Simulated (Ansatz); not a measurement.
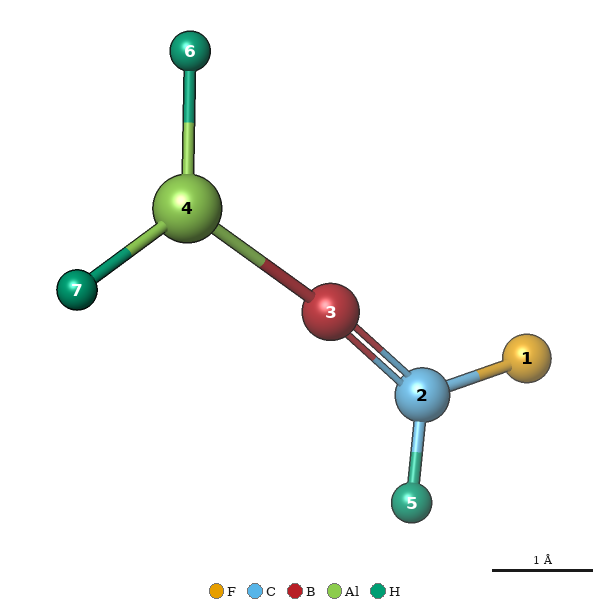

Orthographic view. Distant atoms are faded towards the background colour. Computed geometry: PBE0-D4/def2-TZVP optimisation. No frequency run is at hand to confirm it as a minimum.

Write a Z-matrix (Å, degrees) in the order of the atom numbers, with these reference atoms: 2 to 1; 3 to 2, 1; 4 to 3, 1, 2; 5 to 2, 1, 3; 6 to 4, 3, 5; 7 to 4, 6, 3.

```
F  
C    1   1.338
B    2   1.413   1   127.6
Al   3   2.060   1   160.6   2   179.9
H    2   1.092   1   112.7   3   180.0
H    4   1.584   3   119.4   5   179.9
H    4   1.585   6   122.1   3   180.0
```
